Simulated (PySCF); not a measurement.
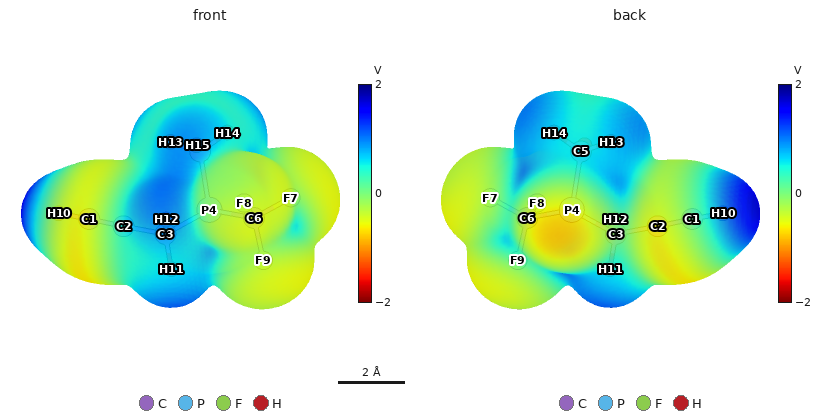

*C₅H₆F₃P. The electrostatic potential painted on the density surface at 0.002 e/bohr³, seen from the front and from behind; red is negative and blue positive.*

Geometry: GFN2-xTB.

Theory: PySCF, PBE0/pcSseg-1, SCF density, gas phase, non-relativistic.

```yaml
atoms:
  - { symbol: C, position_ang: [3.1578, -0.3898, 0.3914] }
  - { symbol: C, position_ang: [2.0324, -0.6819, 0.1072] }
  - { symbol: C, position_ang: [0.6658, -1.0031, -0.2315] }
  - { symbol: P, position_ang: [-0.4894, -0.0554, 0.8889] }
  - { symbol: C, position_ang: [-0.2914, 1.6298, 0.1694] }
  - { symbol: C, position_ang: [-2.0497, -0.5094, -0.0845] }
  - { symbol: F, position_ang: [-3.1073, 0.1883, 0.3503] }
  - { symbol: F, position_ang: [-1.9669, -0.2880, -1.4103] }
  - { symbol: F, position_ang: [-2.3433, -1.8099, 0.0630] }
  - { symbol: H, position_ang: [4.1530, -0.1567, 0.6258] }
  - { symbol: H, position_ang: [0.4896, -2.0728, -0.0764] }
  - { symbol: H, position_ang: [0.4719, -0.7497, -1.2797] }
  - { symbol: H, position_ang: [0.6927, 1.9960, 0.4586] }
  - { symbol: H, position_ang: [-1.0475, 2.2899, 0.5926] }
  - { symbol: H, position_ang: [-0.3722, 1.6208, -0.9177] }
```

Question: Which sites attract a positive test charge, and which a negative one?

Answer: A positive charge is drawn to the negative regions and a negative charge to the positive ones. The most negative region (about −0.8 V, or −18 kcal/mol for a unit charge) lies over P4, the most positive (about +1.6 V, or +37 kcal/mol for a unit charge) over H10.
